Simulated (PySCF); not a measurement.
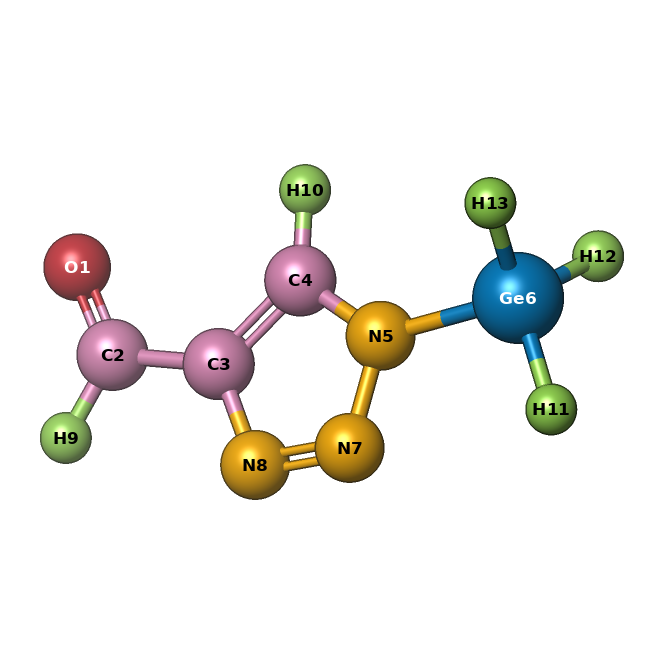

The computed structure is the end point of a GFN2-xTB optimisation. No frequency run is at hand to confirm it as a minimum. Electric field gradients from the ground-state density, B3LYP/pcJ-1 (pcSseg-1 on Ge) (PySCF 2.14.0), non-relativistic apart from any core potentials.

Give the largest field-gradient component, the quadrupole coupling constant and the asymmetry for 17O at O1 (Q = −25.6 mb), 14N at N5 (Q = 20.44 mb), 73Ge at Ge6 (Q = −196 mb), 14N at N7 (Q = 20.44 mb), 14N at N8 (Q = 20.44 mb), 2H at H9 (Q = 2.86 mb), 2H at H10 (Q = 2.86 mb), 2H at H11 (Q = 2.86 mb), 2H at H12 (Q = 2.86 mb).

| atom | V_zz (a.u.) | e²qQ/h (MHz) | η |
| --- | --- | --- | --- |
| O1 | −2.007 | 12.07 | 0.49 |
| N5 | 0.448 | 2.15 | 0.65 |
| Ge6 | 2.016 | −92.9 | 0.17 |
| N7 | −1.073 | −5.15 | 0.59 |
| N8 | −1.113 | −5.34 | 0.07 |
| H9 | 0.264 | 0.177 | 0.03 |
| H10 | 0.330 | 0.222 | 0.07 |
| H11 | 0.166 | 0.112 | 0.01 |
| H12 | 0.158 | 0.106 | 0.03 |

The geometry is semi-empirical. Around Ge such bond lengths and angles can be off by a tenth of an ångström or more and by several degrees, and values that hang on the shape move with them.
